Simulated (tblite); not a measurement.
# Frequency calculation, with input and output: C4H9NO3Si

C4H9NO3Si, computed with GFN2-xTB harmonic vibrations, gas phase (tblite 0.8.0).

It belongs to a series of runs on one base structure; here: H on C replaced by CH2OH.

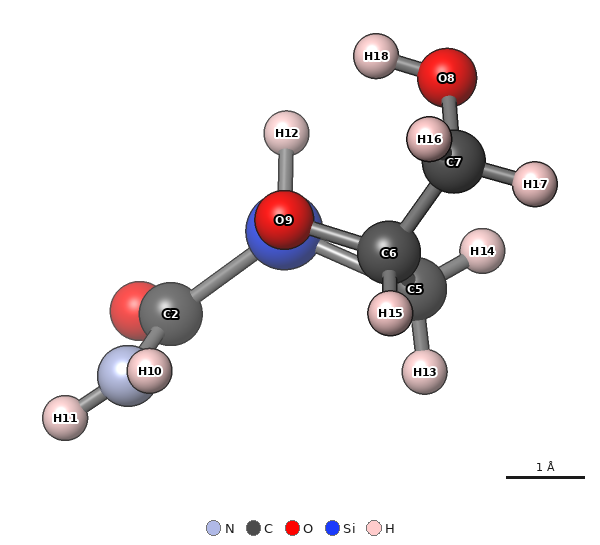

Fig. 1: The structure as given in the input (ball-and-stick view, seen at a tilt; atoms are numbered from 1 in the order of the input).

Input file:
```
{"job": {"kind": "ir", "xc": "GFN2-xTB", "basis": "xTB"}, "charge": 0, "multiplicity": 1}
N      2.999511     0.754051    -0.193380
C      2.590515    -0.525757    -0.058401
O      3.361226    -1.462915    -0.112997
Si     0.714337    -0.789750     0.215225
C     -0.570228    -0.469972    -1.154635
C     -1.035141     0.661219    -0.232247
C     -2.385829     0.398539     0.426099
O     -2.395525    -0.809349     1.135818
O     -0.000588     0.618897     0.763009
H      2.361758     1.514215    -0.036233
H      3.984420     0.955440    -0.283239
H      0.472214    -1.954455     1.059239
H     -0.219111    -0.116666    -2.118807
H     -1.326495    -1.232045    -1.303630
H     -1.038033     1.653198    -0.691681
H     -2.634975     1.240687     1.087097
H     -3.154519     0.314967    -0.345288
H     -1.732295    -0.743986     1.832394
```

The first line tells a small driver script what to run in tblite; the rest is the geometry in Å.

Machine: 1 CPU thread, shared host.

Run as:
```bash
OMP_NUM_THREADS=1 python <driver script> task.json out
```

What the program printed:
```
mode    cm-1     km/mol
  1      37.2      5.79
  2      55.7      1.75
  3      80.6      4.58
  4     107.0      3.51
  5     127.4     24.26
  6     254.9      6.94
  7     301.6      8.04
  8     340.3     26.55
  9     372.2    127.06
 10     390.8     72.00
 11     440.3     23.34
 12     442.1    169.07
 13     516.7      6.85
 14     574.8    142.69
 15     623.5     10.26
 16     638.3     10.00
 17     661.7      9.20
 18     695.2     76.31
 19     726.8    129.73
 20     780.0    203.89
 21     850.0    106.59
 22     886.0     23.34
 23     925.1     44.49
 24    1016.8     69.61
 25    1038.3     19.23
 26    1041.4     18.01
 27    1087.9     15.16
 28    1134.2     39.22
 29    1160.9     19.78
 30    1170.7     13.58
 31    1253.9     10.01
 32    1269.9     91.83
 33    1283.4     15.55
 34    1320.1     24.21
 35    1337.2     46.19
 36    1446.2     16.32
 37    1447.1     69.92
 38    1462.8      0.88
 39    1720.8    424.56
 40    2309.7    278.70
 41    2887.0     56.10
 42    2937.8     64.61
 43    2987.0     24.18
 44    3029.8     22.71
 45    3049.8     12.04
 46    3426.5      5.07
 47    3522.2     10.81
 48    3539.2     14.70
```

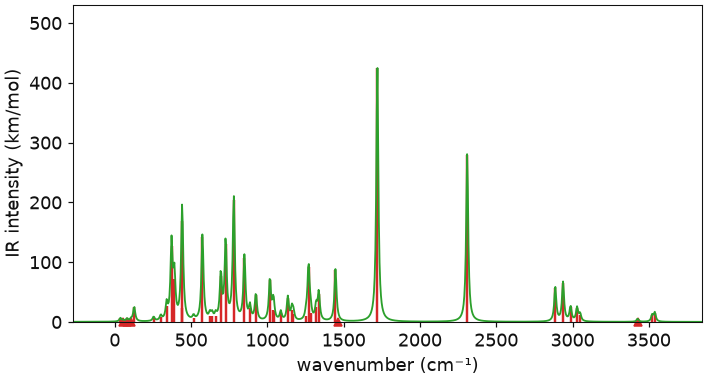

Fig. 2: Harmonic infrared spectrum, unscaled: sticks (degenerate modes added up, dark ones marked on the axis) with a Lorentzian envelope of 16 cm⁻¹ full width, scaled to the tallest stick. 48 modes from 37 to 3539 cm⁻¹, none imaginary. The strongest line is at 1721 cm⁻¹ (425 km/mol).

Summary:

```csv
quantity,value
outcome,converged
total energy,−816.6383 eV
zero-point energy,83.9280 kcal/mol
wall time,2.5 s
peak memory,0.18 GiB
```
